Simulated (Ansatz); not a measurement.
The calculation's input:

```
crystal:
  periodic: [false, false, false]
  atoms:
    - {symbol: C, position_ang: [1.494203, 1.690479, 0.514214]}
    - {symbol: Al, position_ang: [-0.722732, 0.002312, -0.609984]}
    - {symbol: O, position_ang: [0.061425, 1.471083, 0.175683]}
    - {symbol: H, position_ang: [1.563854, 1.827516, 1.590053]}
    - {symbol: H, position_ang: [2.014253, 0.791617, 0.195799]}
    - {symbol: H, position_ang: [1.836053, 2.561665, -0.038249]}
    - {symbol: H, position_ang: [-0.474416, 2.239423, 0.429016]}
    - {symbol: H, position_ang: [0.400969, -1.036483, -0.884536]}
    - {symbol: H, position_ang: [-2.242477, 0.311530, -0.726567]}
basis:
  gaussian: {orbitals: def2-TZVPD}
total_charge: 1
magnetization: {spin_polarized: false}
hamiltonian: {xc: pbe0}
output: {forces: true, orbitals: {seedname: orbitals}}
```

Run with:

```sh
ansatz run input.yaml --threads 2 --pin off --max-ram 4350MiB --events-out events.jsonl --progress --plain --runs-dir runs
```

Geometry: r2SCAN-D4/def2-TZVP.

Method: isolated molecule in a Gaussian basis; Kohn-Sham density functional theory, functional PBE0 (Ansatz 0.2.0).

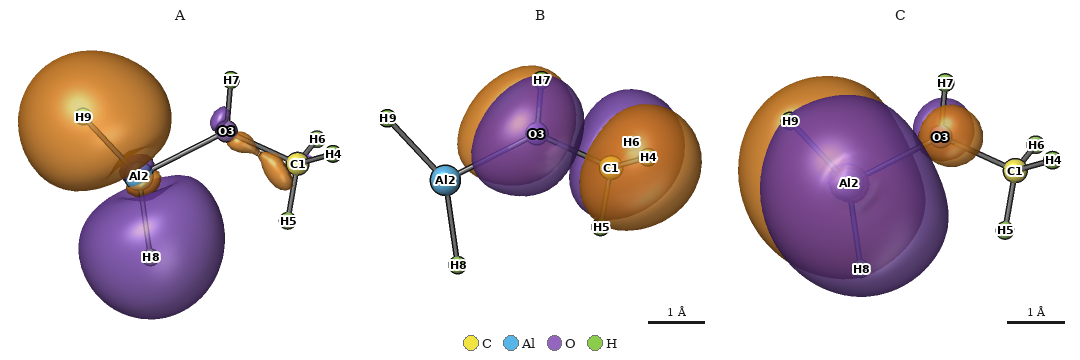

CH6AlO (SMILES C[OH+][AlH2]) (charge +1). Three frontier orbitals at ±0.08 Å⁻³ᐟ² (orange and purple are the two phases), in no order.

Order the three orbitals by energy and name them.

B is the HOMO−1 (−15.76 eV). It lies mainly on O3 (about 45 %), C1 (about 25 %), H4 (about 10 %) and H6 (about 10 %); π-antibonding (π*) across O3–C1. A is the HOMO (−14.13 eV). It lies mainly on Al2 (about 40 %), H9 (about 30 %) and H8 (about 30 %). C is the LUMO (−6.28 eV). By Hirshfeld shares it lies mainly on Al2 (about 80 %).

What is the HOMO–LUMO gap?

7.85 eV between the orbital energies.
